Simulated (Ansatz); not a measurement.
# ZnSb$_{2}$C: what the fields show

```yaml
crystal:
  lattice:
    - [3.82738, 0.00000, 0.00000]
    - [0.00000, 3.82738, 0.00000]
    - [0.00000, 0.00000, 5.97090]
  atoms:
    - { symbol: Zn, position: [0.00000, 0.00000, 0.00000] }
    - { symbol: Sb, position: [0.00000, 0.50000, 0.29097] }
    - { symbol: C, position: [0.50000, 0.50000, 0.50000] }
    - { symbol: Sb, position: [0.50000, 0.00000, 0.70903] }
```

Space group P-4m2; started from the II-IV-V2 ordering on zincblende lattice prototype, which need not be the ambient phase; not relaxed (largest force 0.6 eV/Å).

Method: Ansatz, DFT, PBEsol, plane waves, PAW.

Core electrons are frozen (PAW), and the valence fields are smoothed inside the atomic spheres.

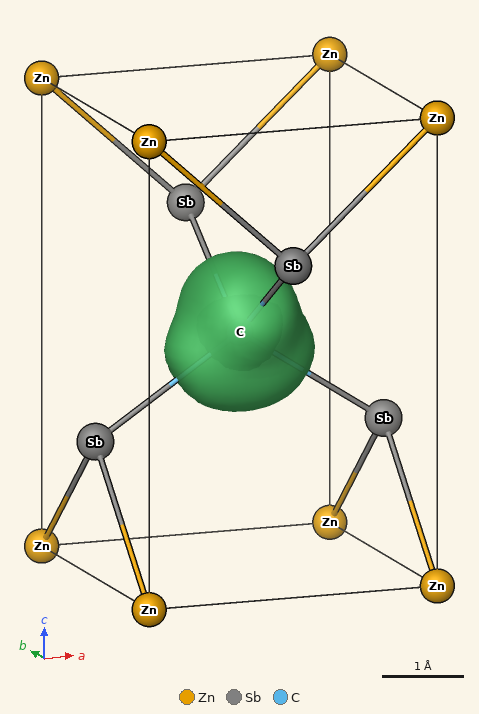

Figure 1. Isosurface of the ELF at 0.7 (green), seen slightly off an axis. Only the valence region is drawn (cores and ρ < 0.01 e/Å³ removed). Sticks mark near contacts.

Identify the bonds, lone pairs and shells in this picture.

Answer. The surface consists of one region wrapped around C (its valence shell), counted in one cell of 4 atoms. Regions shared between cells count once. Profiles from the grid: Sb–C (2.28 Å): the ELF peaks at about 0.85 in the valence shell of C, 0.7 Å from its nucleus, and is about 0.50 at the midpoint. Zn–Sb (2.58 Å): the ELF reaches about 0.60 near the midpoint.

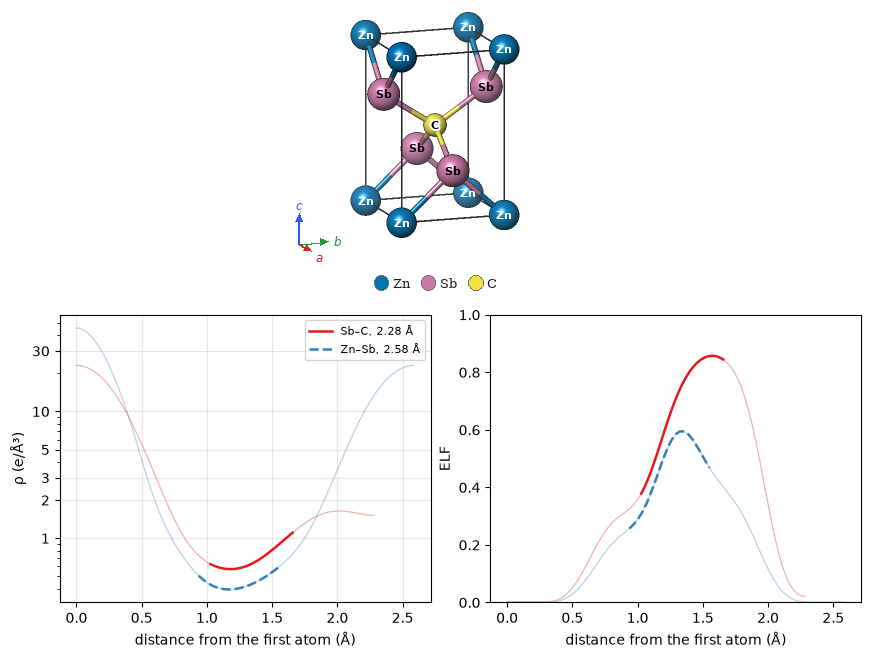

Figure 2. Valence electron density and electron localisation function along straight lines between neighbouring atoms. Thin, pale parts lie inside the atomic spheres. The structure is drawn too.

Compare the contacts.

Answer. Sb–C (2.28 Å): ρ at the midpoint is about 0.57 e/Å³; the ELF peaks at about 0.85 in the valence shell of C, 0.7 Å from its nucleus, and is about 0.50 at the midpoint.
Zn–Sb (2.58 Å): ρ at the midpoint is about 0.42 e/Å³; the ELF reaches about 0.60 near the midpoint.
